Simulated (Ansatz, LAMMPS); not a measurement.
## Mg2+ TFSI- in gamma-butyrolactone at 470 K (110 atoms) in motion

How do the atoms of Mg2+ TFSI- in gamma-butyrolactone at 470 K (110 atoms) move, and what local order do they keep?

Program: Ansatz 0.2.0. Level of theory: Kohn-Sham DFT, PBE+D4, PAW (set soft_2), plane waves. Results are calculated unless marked as measured.

## Step 1: The starting structure

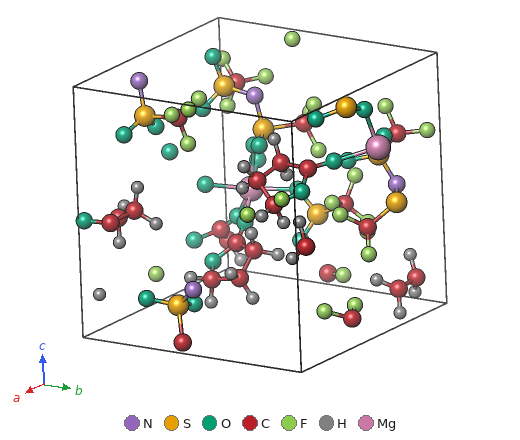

The starting structure, seen slightly off an axis (nitrogen purple, sulfur orange, oxygen teal, carbon red, fluorine green, hydrogen grey, magnesium pink). Bonds to atoms that aren't drawn are left out. Some periodic images of atoms are drawn too.

The cell holds 110 atoms: 4 N, 8 S, 24 O, 24 C, 24 F, 24 H and 2 Mg. Cell: a = 11.872 Å, b = 11.872 Å, c = 11.872 Å, α = 90.0°, β = 90.0°, γ = 90.0°. 4 gamma-butyrolactone, 2 Mg2+, 4 TFSI- placed at random, at 1.5 g/cm³; overlaps pushed apart, then 10 ps at 550 K with divalent ions of Li, Roberts, Chakravorty and Merz (J. Chem. Theory Comput. 9, 2733 (2013)); MMFF94 bonds, angles, torsions, charges and radii (Halgren, J. Comput. Chem. 17, 490 (1996)) in harmonic and 12-6 forms; charges of ions scaled by 0.8. Snapshot after 30 ps at 470 K and fixed volume.

What the set-up can't give: The network of contacts between molecules at the start is that of the classical potential that made the cell. The density was typed from a rule of thumb and may lie off the real one at this temperature. Only the Γ point is sampled, in a cell whose shortest periodic width is 12 Å.

## Step 2: Single point at the start

The forces at the start show how far the geometry lies from a minimum of this functional.

input.yaml reads:

```yaml
crystal:
  lattice:
    - [11.87194, 0.0, 0.0]
    - [0.0, 11.87194, 0.0]
    - [0.0, 0.0, 11.87194]
  atoms:
    - { symbol: "N", position: [0.96341, 0.49183, 0.24902] }
    - { symbol: S, position: [0.93168, 0.39867, 0.16528] }
    - { symbol: O, position: [0.81392, 0.39229, 0.13845] }
    - { symbol: O, position: [0.98834, 0.29204, 0.19325] }
    [... 100 atom lines left out ...]
    - { symbol: H, position: [0.62896, 0.44063, 0.21411] }
    - { symbol: H, position: [0.53305, 0.47029, 0.09356] }
    - { symbol: H, position: [0.54551, 0.28674, 0.05587] }
    - { symbol: H, position: [0.62383, 0.25021, 0.17039] }
    - { symbol: Mg, position: [0.17382, 0.23722, 0.39878] }
    - { symbol: Mg, position: [0.41465, 0.99543, 0.73525] }
kpoints:
  mp_grid: { grid: [1, 1, 1] }
hamiltonian:
  xc: pbe
  dispersion: d4
scf:
  occupations: { method: fermi_dirac, width: 0.025 }
output:
  forces: true
```

Command:

```sh
ansatz run input.yaml --threads 4 --pin off --max-ram 8192MiB --backend cpu --events-out ev --progress --plain --runs-dir out
```

Run time: 14 s. Hardware: 4 threads of Intel Xeon 6975P-C (Granite Rapids), shared host; peak memory 2.2 GiB; 51 s of CPU time.

The run gave:

```yaml
free_energy: -51995.3768 eV
free_energy_per_atom: -472.6852 eV/atom
scf_cycles: 10
r_m_s_force_component: 1.279 eV/Å
longest_force: 6.547 eV/Å
fermi_energy: 1.359 eV
```

The r.m.s. force component of 1.3 eV/Å sets the starting point.

Neighbours are counted within 1.85 Å (C-C), 1.62 Å (C-F), 1.34 Å (C-H), 1.73 Å (C-O), 2.21 Å (C-S), 1.93 Å (O-S), 2.62 Å (O-Mg), 2.02 Å (S-N).

Length of the force by element and coordination:

```csv
element,coordination,atoms,mean length of the force (eV/Å),spread,least,most
C,all,24,2.75,0.966,0.996,5.03
C,3,4,2.61,0.613,2.07,3.65
C,4,20,2.77,1.02,0.996,5.03
F,all,24,1.41,0.803,0.225,3.22
H,all,24,1.10,0.410,0.311,1.91
Mg,all,2,1.17,0.006,1.16,1.17
N,all,4,2.39,0.795,1.08,3.16
O,all,24,1.72,0.827,0.461,3.30
O,1,8,1.39,0.583,0.692,2.59
O,2,16,1.88,0.879,0.461,3.30
S,all,8,3.59,1.66,1.54,6.55
```

## Step 3: Dynamics started at 470 K

Without a thermostat the total energy must stay constant, which tests forces and time step. The time step is 0.5 fs, short enough for the stretching of bonds to hydrogen.

input.yaml: that of step 2 with these lines changed.

```diff
@@ -16 +16,8 @@
   forces: true
+md:
+  timestep: 0.5
+  n_steps: 260
+  ensemble: nve
+  temperature: 470
+  initial_velocities: maxwell_boltzmann
+  seed: 2834
```

The job ended after 35 min (4 threads; peak memory 2.4 GiB).

The program notes that it switched symmetry off.

The trajectory, sampled:

```csv
time (fs),T (K),potential (meV/atom),conserved (meV/atom)
0.0,470,0.0,0.00
8.5,514,-5.6,0.04
17.5,491,-2.7,-0.01
26.0,556,-11.0,0.03
34.5,565,-12.1,0.01
43.5,584,-14.6,0.00
52.0,591,-15.4,0.01
60.5,596,-16.1,0.01
69.5,573,-13.1,0.04
78.0,593,-15.7,0.00
86.5,555,-10.8,0.04
95.5,570,-12.8,0.00
104.0,608,-17.7,0.03
112.5,561,-11.6,0.00
121.5,616,-18.7,0.02
130.0,570,-12.8,0.03
```

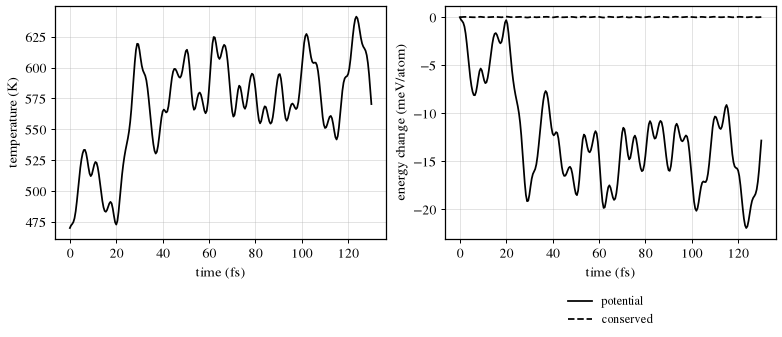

Temperature and energies against time.

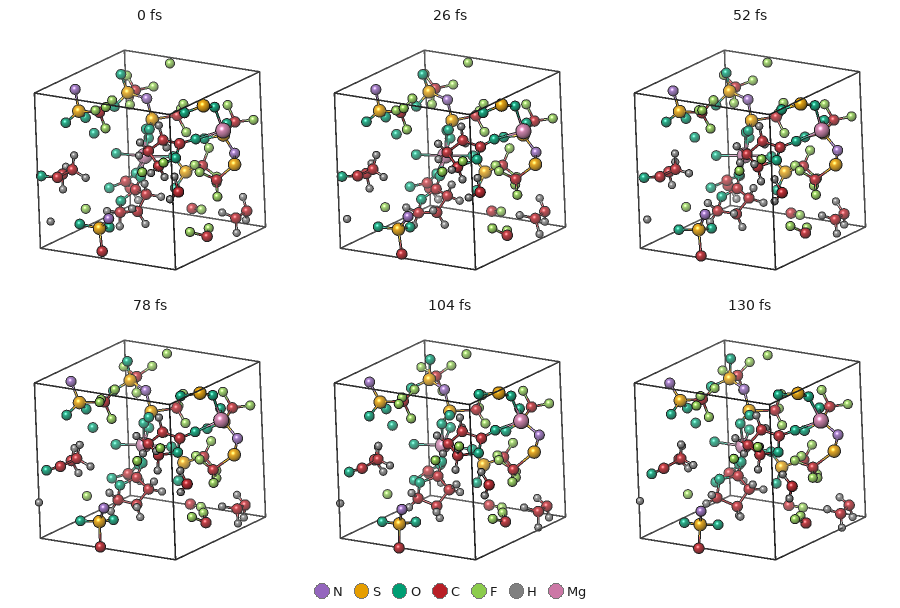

6 frames of the run. Bonds to atoms that aren't drawn are left out.

Mean square displacement from the first frame to the last: N 0.34 Å², S 0.18 Å², O 0.50 Å², C 0.32 Å², F 0.47 Å², H 1.3 Å², Mg 0.044 Å².

The mean square displacement by time lag:

```csv
time lag (fs),C (Å²),F (Å²),H (Å²),Mg (Å²),N (Å²),O (Å²),S (Å²)
10,0.00898,0.00738,0.0560,0.00205,0.0113,0.00916,0.00431
20,0.0206,0.0255,0.0929,0.00727,0.0333,0.0297,0.0119
30,0.0296,0.0497,0.127,0.0144,0.0574,0.0585,0.0217
40,0.0457,0.0785,0.191,0.0219,0.0889,0.0963,0.0350
50,0.0651,0.111,0.243,0.0289,0.127,0.138,0.0481
60,0.0846,0.147,0.328,0.0351,0.168,0.185,0.0628
```

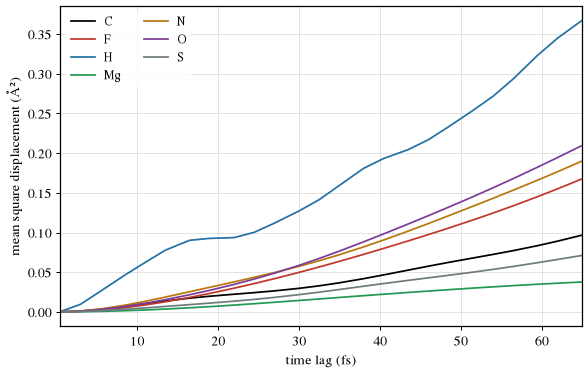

Mean square displacement against time lag.

The drift taken off is the plain mean over atoms, not the centre of mass, so with hydrogen in the cell the heavy atoms' values at short lags are too large.

Over the second half of 130 fs the temperature averages 585 K with swings of 25 K r.m.s. The conserved energy stays within 0.06 meV/atom. From first frame to last H has the largest mean square displacement, 1.3 Å² at the end; the farthest move is 2.03 Å. The mean temperature of 585 K lies well off the 470 K of the input: without a thermostat, the energy that the start releases heats the cell. The run spans 0.13 ps, too short for its means to be equilibrium values.

## Step 4: Structure statistics late in the run

The g(r) is a mean over the second half; what follows it is taken at the last frame.

Bonds before and after, by the cutoffs listed below:

```csv
pair,bonds before,bonds after,mean before (Å),mean after (Å),spread before (Å),spread after (Å)
C-C,12,12,1.491,1.558,0.035,0.063
C-F,24,24,1.363,1.349,0.033,0.041
C-H,24,24,1.104,1.107,0.030,0.035
C-O,12,12,1.336,1.364,0.077,0.111
C-S,8,8,1.823,1.926,0.038,0.064
O-S,16,16,1.458,1.446,0.025,0.034
O-Mg,12,12,2.037,2.091,0.093,0.118
S-N,8,8,1.572,1.568,0.030,0.048
```

Density 1.50 g/cm³, 15.21 Å³ an atom.

Mean of 15 frames. Pair distribution functions g(r), in bins of 0.2 Å:

```csv
r (Å),total,C-C,C-F,C-H,C-O,C-S,C-N
1.00,1.10,0.00,0.00,11.53,0.00,0.00,0.00
1.20,1.57,0.00,1.85,11.41,3.26,0.00,0.00
1.40,2.50,3.02,13.53,0.00,3.71,0.00,0.00
1.60,1.01,8.81,0.00,0.00,0.78,0.00,0.00
1.80,0.42,0.00,0.00,0.00,0.00,2.54,0.00
2.00,0.69,0.00,0.00,1.58,0.00,4.80,0.00
2.20,1.58,0.85,0.00,6.98,0.10,0.10,0.00
2.40,1.02,3.86,0.00,1.08,2.06,0.00,0.00
2.60,1.02,0.19,0.00,0.10,1.74,0.00,1.47
2.80,0.98,0.00,0.11,0.49,1.07,0.00,3.36
3.00,1.02,0.00,0.37,1.36,0.22,0.00,1.69
3.20,0.98,0.01,0.67,1.90,0.86,0.00,0.37
3.40,0.79,0.05,0.65,1.03,0.94,0.06,0.00
3.60,0.73,0.07,0.95,0.45,1.39,0.41,0.00
3.80,0.83,0.29,1.07,0.59,0.91,0.25,0.38
4.00,0.86,0.65,1.11,0.37,0.99,0.64,0.63
4.20,0.93,0.95,1.08,0.49,0.73,1.47,0.32
4.40,0.94,1.04,1.03,0.59,0.80,1.51,0.47
4.60,0.93,0.82,0.84,0.61,1.12,1.45,1.21
4.80,0.98,0.83,0.90,0.89,0.88,1.26,0.73
5.00,1.04,1.07,0.91,0.82,1.18,1.09,0.69
5.20,1.04,1.23,1.31,0.83,1.12,1.42,0.65
5.40,1.06,1.04,1.07,1.16,1.15,0.97,2.08
5.60,1.05,0.92,1.15,0.98,0.99,1.08,1.66
5.80,1.06,1.34,1.17,0.88,1.05,1.04,2.13
```

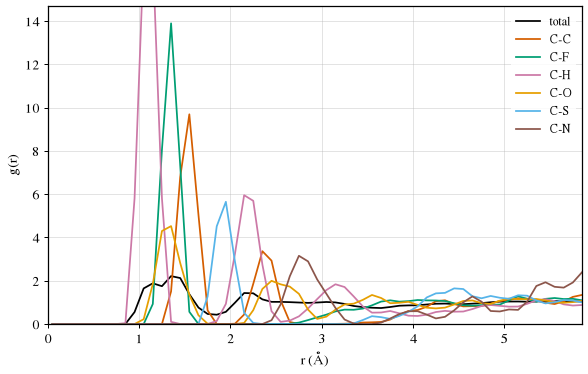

Pair distribution functions, lightly smoothed, with peaks cut at 14.

Bonds by pair of elements; cutoffs follow the first minimum of g(r), held within bounds set by covalent radii, and pairs that aren't listed don't count as bonded:

```csv
pair A-B,cutoff (Å),bonds,mean length (Å),spread (Å),shortest (Å),B about A,A about B
C-C,1.85,12,1.56,0.063,1.45,1,1
C-F,1.62,24,1.35,0.041,1.29,1,1
C-H,1.34,24,1.11,0.035,1.04,1,1
C-O,1.73,12,1.36,0.111,1.22,0.5,0.5
C-S,2.21,8,1.93,0.064,1.84,0.333,1
O-S,1.98,16,1.45,0.034,1.37,0.667,2
O-Mg,2.75,12,2.09,0.118,1.97,0.5,6
S-N,2.12,8,1.57,0.048,1.50,1,2
```

How many atoms have how many bonded neighbours:

```csv
element,mean,1,2,3,4,6
C,3.83,0,0,4,20,0
F,1,24,0,0,0,0
H,1,24,0,0,0,0
Mg,6,0,0,0,0,2
N,2,0,4,0,0,0
O,1.67,8,16,0,0,0
S,4,0,0,0,8,0
```

Bond angles, per cent of each kind in bins of 5°:

```csv
angle (°),C-C-H,O-Mg-O,F-C-S,F-C-F,N-S-O
75–80,0.0,3.3,0.0,0.0,0.0
80–85,0.0,23.3,0.0,0.0,0.0
85–90,0.0,13.3,0.0,0.0,0.0
90–95,0.0,16.7,0.0,0.0,0.0
95–100,2.5,16.7,4.2,0.0,0.0
100–105,5.0,6.7,16.7,16.7,6.2
105–110,15.0,0.0,33.3,54.2,18.8
110–115,47.5,0.0,12.5,29.2,50.0
115–120,22.5,0.0,25.0,0.0,18.8
120–125,5.0,0.0,8.3,0.0,6.2
125–130,2.5,0.0,0.0,0.0,0.0
130–135,0.0,0.0,0.0,0.0,0.0
135–140,0.0,0.0,0.0,0.0,0.0
140–145,0.0,0.0,0.0,0.0,0.0
145–150,0.0,0.0,0.0,0.0,0.0
150–155,0.0,0.0,0.0,0.0,0.0
155–160,0.0,0.0,0.0,0.0,0.0
160–165,0.0,3.3,0.0,0.0,0.0
165–170,0.0,3.3,0.0,0.0,0.0
170–175,0.0,6.7,0.0,0.0,0.0
175–180,0.0,6.7,0.0,0.0,0.0
```

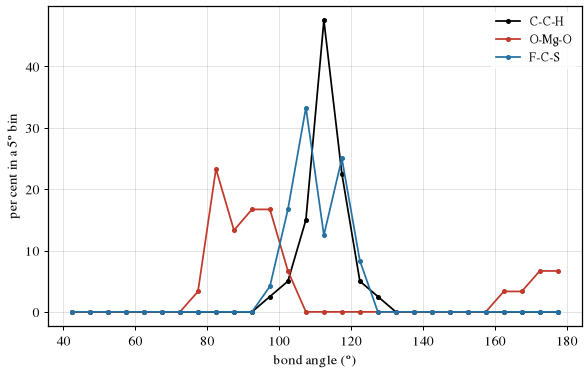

Distributions of the most common bond angles.

Bond angles (no mean is given where the spread exceeds 20°):

```csv
angle,count,mean (°),spread (°)
C-C-H,40,113,5.3
O-Mg-O,30,-,-
F-C-S,24,110,6.4
F-C-F,24,108,3.2
N-S-O,16,113,3.7
```

Bond length by coordination (bonds to H left out):

```csv
element,coordination,atoms,mean bond length (Å)
C,3,4,1.36
C,4,20,1.52
O,1,8,1.45
O,2,16,1.66
```

Rings of the network by King's shortest-path rule, up to 12 atoms, one path for each pair of neighbours; H, halogens, alkali and alkaline-earth atoms are left out, and the last column divides by all other atoms, bonded or not:

```csv
ring size (atoms),rings,per network atom
5,4,0.067
```

With the cutoffs above, 83 % of C atoms have 4, all F atoms have 1, all H atoms have 1 and all Mg atoms have 6 bonded neighbours. The C-C-H angle averages 113° with a spread of 5°. All rings counted have 5 atoms.

(Part 1 of 2 ends here.)

[Logs are printed without paths, hosts, clocks, repeated set-up lines and the standing remarks that a program may print on its own settings, such as how far it seeks lower states.]

[Hosts, paths, dates, database ids (printed as entryN), source tags and the programs' standing remarks are cut or masked in the printed files.]

[The MMFF94 radii named for the starting cell were scaled by 0.96; in molecules described by MMFF94, hydrogen bound to N, O or S took a small fixed 12-6 site in their place.]
